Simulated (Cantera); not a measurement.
Charge: 1 mol CHF3, 1.8 mol HCl, held at 2.00 Pa.

Method: chemical equilibrium by Gibbs-energy minimisation in Cantera with the NASA 1993 tables (ideal gas, pure condensed phases). Candidate condensed phases: C, C6H6, C7H8, C8H18; 135 gas species. Ions and electrons are included (thermal ionisation). Rates play no part.

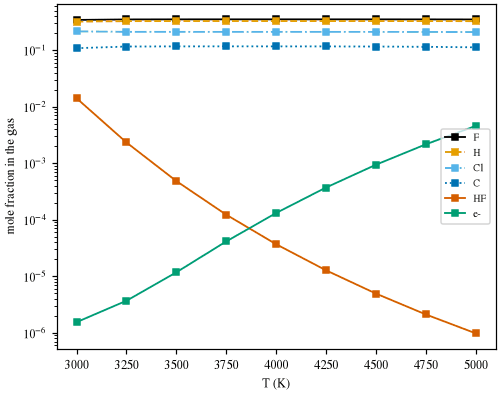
Equilibrium gas composition (values under 1e-9 drawn at 1e-9)

Read off the mole fractions at 3250 K.

F about 0.35, H about 0.32, Cl about 0.21, C about 0.12, HF about 0.0023, e- about 3.7e-6.
